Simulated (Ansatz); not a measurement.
# H₂Cl (doublet): HSE06, B2PLYP, RPA-PBE over a scan of the distance Cl1–H2 along a hydrogen transfer, cc-pVTZ, part 2 of 2

Ansatz 0.2.0, Gaussian basis; cc-pVTZ, all electrons in the functionals, frozen cores in the correlation of double hybrids and RPA. The steps go on from the part before.

## 12. RPA-PBE, 1.279 Å

in.yaml reads:

```yaml
crystal:
  periodic: [false, false, false]
  atoms:
    - {symbol: Cl, position_ang: [0.000000, 0.000000, -1.298267]}
    - {symbol: H, position_ang: [0.000000, 0.000000, -0.019467]}
    - {symbol: H, position_ang: [0.000000, 0.000000, 1.317733]}
basis:
  gaussian: {orbitals: cc-pVTZ}
magnetization: {spin_polarized: true, initial_magnetization: 1}
hamiltonian: {xc: {name: PBE}}
correlation: {method: rpa, electrons: outside_noble_gas}
```

The run is started by

```sh
$ ansatz run in.yaml --threads 1 --pin off --events-out ev --progress --plain --max-ram 2393MiB
```

Log:

```text
Functional definition: PBE
  name "PBE"
  cite "Perdew, Burke & Ernzerhof, Phys. Rev. Lett. 77, 3865 (1996) doi:10.1103/PhysRevLett.77.3865"
  parent pbe
  parameter kappa = 0.804
  parameter beta = 0.06672455060314922
  exchange = pbe_x(kappa = kappa, mu = beta*pi^2/3)
  correlation = pbe_c(beta = beta)
348 factors; integrals over basis functions are off by at most 1.4e-3 eV
mean field evaluation 1: about -12547.5744 eV, gradient 8.4e0 eV
mean field evaluation 2: about -12547.5710 eV, gradient 8.4e0 eV
mean field evaluation 4: about -12548.0325 eV, gradient 6.5e-1 eV
mean field evaluation 8: about -12548.0355 eV, gradient 1.2e-2 eV
mean field evaluation 16: about -12548.0355 eV, gradient 1.7e-6 eV
mean field -12548.03553250 eV, -461.1318004553 hartree, gradient 1.7e-6 eV, S^2 0.751605; 2 other end points of the search recorded, 0 dependent functions left out
5 core orbitals not correlated: weight in the atoms' cores, before any rotation towards them, 1.000 or more for the frozen orbitals, at most 0.000 for the correlated occupied ones
reference -12533.10587132 eV, -460.5831455268 hartree; 5, 4 occupied and 52, 53 virtual orbitals, 348 factors
Total energy: -12543.12353725 eV, -460.9512879595 hartree
```

Wall time 0.78 s (1 thread of Intel Xeon 6975P-C, shared host).

From the report: ⟨S²⟩ of the determinant 0.752 (pure doublet: 0.75).

## 13. RPA-PBE, 1.363 Å

in.yaml reads:

```yaml
crystal:
  periodic: [false, false, false]
  atoms:
    - {symbol: Cl, position_ang: [0.000000, 0.000000, -1.326333]}
    - {symbol: H, position_ang: [0.000000, 0.000000, 0.036667]}
    - {symbol: H, position_ang: [0.000000, 0.000000, 1.289667]}
basis:
  gaussian: {orbitals: cc-pVTZ}
magnetization: {spin_polarized: true, initial_magnetization: 1}
hamiltonian: {xc: {name: PBE}}
correlation: {method: rpa, electrons: outside_noble_gas}
```

Same command.

Log:

```text
Functional definition: PBE
  name "PBE"
  cite "Perdew, Burke & Ernzerhof, Phys. Rev. Lett. 77, 3865 (1996) doi:10.1103/PhysRevLett.77.3865"
  parent pbe
  parameter kappa = 0.804
  parameter beta = 0.06672455060314922
  exchange = pbe_x(kappa = kappa, mu = beta*pi^2/3)
  correlation = pbe_c(beta = beta)
350 factors; integrals over basis functions are off by at most 9.3e-4 eV
mean field evaluation 1: about -12547.6775 eV, gradient 7.5e0 eV
mean field evaluation 2: about -12547.6737 eV, gradient 7.5e0 eV
mean field evaluation 4: about -12548.0731 eV, gradient 9.6e-1 eV
mean field evaluation 8: about -12548.0796 eV, gradient 2.7e-2 eV
mean field evaluation 16: about -12548.0796 eV, gradient 2.6e-6 eV
mean field -12548.07963009 eV, -461.1334210119 hartree, gradient 2.6e-6 eV, S^2 0.752883; 2 other end points of the search recorded, 0 dependent functions left out
5 core orbitals not correlated: weight in the atoms' cores, before any rotation towards them, 1.000 or more for the frozen orbitals, at most 0.000 for the correlated occupied ones
reference -12532.96735749 eV, -460.5780552372 hartree; 5, 4 occupied and 52, 53 virtual orbitals, 350 factors
Total energy: -12543.10172409 eV, -460.9504863406 hartree
```

Wall time 0.75 s (1 thread of Intel Xeon 6975P-C, shared host).

From the report: ⟨S²⟩ of the determinant 0.753 (pure doublet: 0.75).

From 1.279 Å: +2.1 kJ/mol.

## 14. RPA-PBE, 1.533 Å

in.yaml reads:

```yaml
crystal:
  periodic: [false, false, false]
  atoms:
    - {symbol: Cl, position_ang: [0.000000, 0.000000, -1.383000]}
    - {symbol: H, position_ang: [0.000000, 0.000000, 0.150000]}
    - {symbol: H, position_ang: [0.000000, 0.000000, 1.233000]}
basis:
  gaussian: {orbitals: cc-pVTZ}
magnetization: {spin_polarized: true, initial_magnetization: 1}
hamiltonian: {xc: {name: PBE}}
correlation: {method: rpa, electrons: outside_noble_gas}
```

The command is unchanged.

Log:

```text
Functional definition: PBE
  name "PBE"
  cite "Perdew, Burke & Ernzerhof, Phys. Rev. Lett. 77, 3865 (1996) doi:10.1103/PhysRevLett.77.3865"
  parent pbe
  parameter kappa = 0.804
  parameter beta = 0.06672455060314922
  exchange = pbe_x(kappa = kappa, mu = beta*pi^2/3)
  correlation = pbe_c(beta = beta)
352 factors; integrals over basis functions are off by at most 8.8e-4 eV
mean field evaluation 1: about -12547.7303 eV, gradient 6.1e0 eV
mean field evaluation 2: about -12547.7254 eV, gradient 6.1e0 eV
mean field evaluation 4: about -12548.0106 eV, gradient 1.2e0 eV
mean field evaluation 8: about -12548.0213 eV, gradient 7.1e-2 eV
mean field evaluation 16: about -12544.5847 eV, gradient 1.3e1 eV
mean field evaluation 32: about -12548.0193 eV, gradient 3.3e-1 eV
mean field -12548.02132342 eV, -461.1312782815 hartree, gradient 3.6e-6 eV, S^2 0.756345; 5 other end points of the search recorded, 0 dependent functions left out
5 core orbitals not correlated: weight in the atoms' cores, before any rotation towards them, 1.000 or more for the frozen orbitals, at most 0.000 for the correlated occupied ones
reference -12532.60317362 eV, -460.5646717268 hartree; 5, 4 occupied and 52, 53 virtual orbitals, 352 factors
Total energy: -12542.98801423 eV, -460.9463075805 hartree
```

It took 1.9 s on 1 thread of Intel Xeon 6975P-C, shared host.

From the report: ⟨S²⟩ of the determinant 0.756 (pure doublet: 0.75).

From 1.279 Å: +13.1 kJ/mol.

## 15. RPA-PBE, 1.702 Å

in.yaml reads:

```yaml
crystal:
  periodic: [false, false, false]
  atoms:
    - {symbol: Cl, position_ang: [0.000000, 0.000000, -1.439333]}
    - {symbol: H, position_ang: [0.000000, 0.000000, 0.262667]}
    - {symbol: H, position_ang: [0.000000, 0.000000, 1.176667]}
basis:
  gaussian: {orbitals: cc-pVTZ}
magnetization: {spin_polarized: true, initial_magnetization: 1}
hamiltonian: {xc: {name: PBE}}
correlation: {method: rpa, electrons: outside_noble_gas}
```

The command is unchanged.

Log:

```text
Functional definition: PBE
  name "PBE"
  cite "Perdew, Burke & Ernzerhof, Phys. Rev. Lett. 77, 3865 (1996) doi:10.1103/PhysRevLett.77.3865"
  parent pbe
  parameter kappa = 0.804
  parameter beta = 0.06672455060314922
  exchange = pbe_x(kappa = kappa, mu = beta*pi^2/3)
  correlation = pbe_c(beta = beta)
348 factors; integrals over basis functions are off by at most 1.1e-3 eV
mean field evaluation 1: about -12547.7960 eV, gradient 6.1e0 eV
mean field evaluation 2: about -12547.7898 eV, gradient 6.1e0 eV
mean field evaluation 4: about -12548.0617 eV, gradient 2.4e0 eV
mean field evaluation 8: about -12548.0978 eV, gradient 9.6e-2 eV
mean field evaluation 16: about -12548.0978 eV, gradient 2.1e-7 eV
mean field evaluation 32: about -12547.9781 eV, gradient 4.0e0 eV
mean field evaluation 64: about -12548.0956 eV, gradient 1.3e-1 eV
mean field -12548.09782779 eV, -461.1340897652 hartree, gradient 2.2e-7 eV, S^2 0.755631; 7 other end points of the search recorded, 0 dependent functions left out
5 core orbitals not correlated: weight in the atoms' cores, before any rotation towards them, 1.000 or more for the frozen orbitals, at most 0.000 for the correlated occupied ones
reference -12532.73803209 eV, -460.5696276845 hartree; 5, 4 occupied and 52, 53 virtual orbitals, 348 factors
Total energy: -12543.17699930 eV, -460.9532526534 hartree
```

Run time: 1.6 s. Hardware: 1 thread of Intel Xeon 6975P-C, shared host.

From the report: ⟨S²⟩ of the determinant 0.756 (pure doublet: 0.75).

From 1.279 Å: -5.2 kJ/mol.

## 16. RPA-PBE, 1.871 Å

in.yaml reads:

```yaml
crystal:
  periodic: [false, false, false]
  atoms:
    - {symbol: Cl, position_ang: [0.000000, 0.000000, -1.495667]}
    - {symbol: H, position_ang: [0.000000, 0.000000, 0.375333]}
    - {symbol: H, position_ang: [0.000000, 0.000000, 1.120333]}
basis:
  gaussian: {orbitals: cc-pVTZ}
magnetization: {spin_polarized: true, initial_magnetization: 1}
hamiltonian: {xc: {name: PBE}}
correlation: {method: rpa, electrons: outside_noble_gas}
```

The command is unchanged.

Log:

```text
Functional definition: PBE
  name "PBE"
  cite "Perdew, Burke & Ernzerhof, Phys. Rev. Lett. 77, 3865 (1996) doi:10.1103/PhysRevLett.77.3865"
  parent pbe
  parameter kappa = 0.804
  parameter beta = 0.06672455060314922
  exchange = pbe_x(kappa = kappa, mu = beta*pi^2/3)
  correlation = pbe_c(beta = beta)
345 factors; integrals over basis functions are off by at most 1.0e-3 eV
mean field evaluation 1: about -12547.6282 eV, gradient 8.0e0 eV
mean field evaluation 2: about -12547.6227 eV, gradient 8.0e0 eV
mean field evaluation 4: about -12548.0557 eV, gradient 3.4e0 eV
mean field evaluation 8: about -12548.1251 eV, gradient 6.5e-2 eV
mean field evaluation 16: about -12547.0567 eV, gradient 7.8e0 eV
mean field evaluation 32: about -12547.0567 eV, gradient 7.8e0 eV
mean field evaluation 64: about -12548.1231 eV, gradient 1.8e-1 eV
mean field -12548.12515252 eV, -461.1350939305 hartree, gradient 5.4e-6 eV, S^2 0.753268; 7 other end points of the search recorded, 0 dependent functions left out
5 core orbitals not correlated: weight in the atoms' cores, before any rotation towards them, 1.000 or more for the frozen orbitals, at most 0.000 for the correlated occupied ones
reference -12533.13396768 eV, -460.5841780488 hartree; 5, 4 occupied and 52, 53 virtual orbitals, 345 factors
Total energy: -12543.40638705 eV, -460.9616824977 hartree
```

Run time: 1.8 s. Hardware: 1 thread of Intel Xeon 6975P-C, shared host.

From the report: ⟨S²⟩ of the determinant 0.753 (pure doublet: 0.75).

From 1.279 Å: -27.3 kJ/mol.

## 17. The comparison

The yardstick is UCCSDT(Q), where the cluster series has nearly closed. It comes from earlier runs at the same points. Energies in kJ/mol, counted from 1.279 Å; blanks weren't run or aren't comparable.

```
    level  1.279 Å  1.363 Å  1.533 Å  1.702 Å  1.871 Å
UCCSDT(Q)      0.0      3.5     21.1      8.3    -14.1
    HSE06      0.0     -0.5     11.5      3.5     -6.0
   B2PLYP      0.0      1.0     14.6      2.9    -15.3
  RPA-PBE      0.0      2.1     13.1     -5.2    -27.3
```

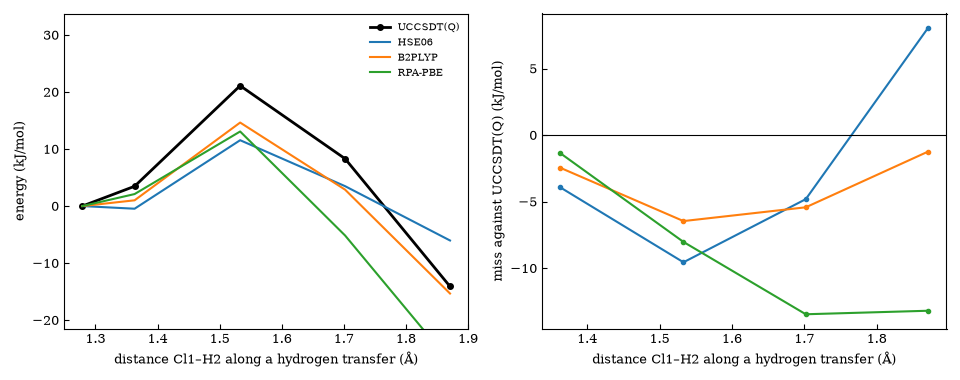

Left: the curves (the axis may cut off levels that run far away). Right: misses against UCCSDT(Q), in the same colours.

Largest miss and mean time a point (UCCSDT(Q) took 46 s a point; shared hosts):

```
  level  largest miss (kJ/mol)    where  time a point
  HSE06                   -9.6  1.533 Å        0.65 s
 B2PLYP                   -6.5  1.533 Å        0.93 s
RPA-PBE                  -13.5  1.702 Å         1.4 s
```

## 18. What came out

The summary covers parts 1 to 2.

| quantity | value |
| --- | --- |
| span of the UCCSDT(Q) curve | 35.2 kJ/mol |
| largest miss, HSE06 | -9.6 kJ/mol (1.533 Å) |
| largest miss, B2PLYP | -6.5 kJ/mol (1.533 Å) |
| largest miss, RPA-PBE | -13.5 kJ/mol (1.702 Å) |

**Reading.** Of the functionals, B2PLYP keep the smallest largest miss at the points compared (at most 6.5 kJ/mol) and RPA-PBE strays most (13.5 kJ/mol, at 1.702 Å). Functionals and the yardstick converge differently with the basis, so part of each miss in cc-pVTZ is the basis.
